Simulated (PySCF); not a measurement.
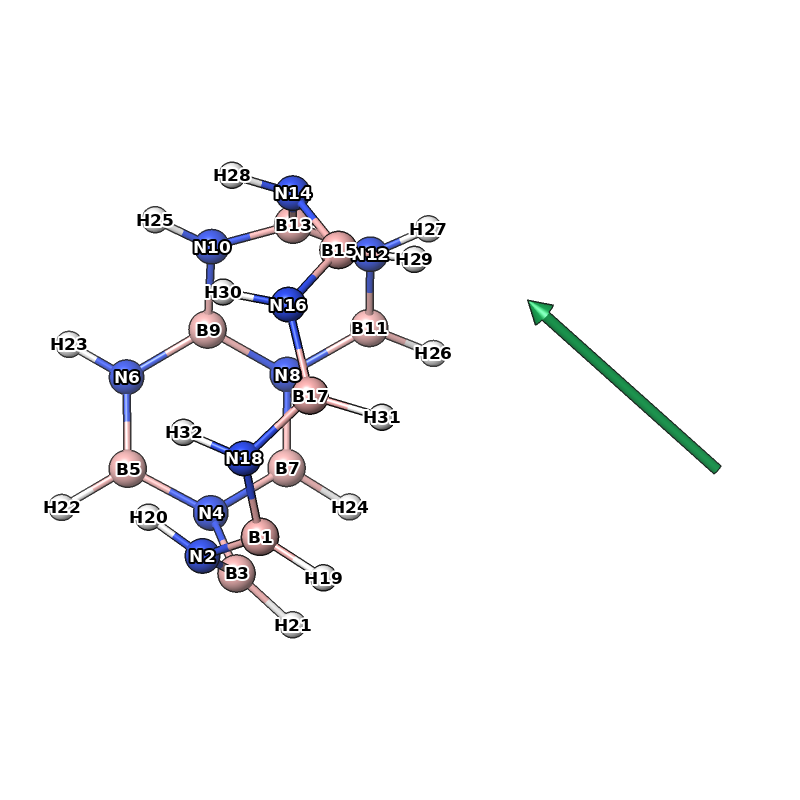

The arrow beside the molecule shows the direction of the dipole moment, from the negative to the positive end (its length means nothing). Computed geometry: GFN2-xTB optimisation. No frequency run is at hand to confirm it as a minimum. Level of theory: KT3/pcSseg-1, gas phase (PySCF 2.14.0).

### How large is the dipole moment?

5.24 D; it points from the side of H21 to the side of H25, H28 (the outermost atoms at the two ends).

The geometry is semi-empirical. Around B such bond lengths and angles can be off by a tenth of an ångström or more and by several degrees, and values that hang on the shape move with them.
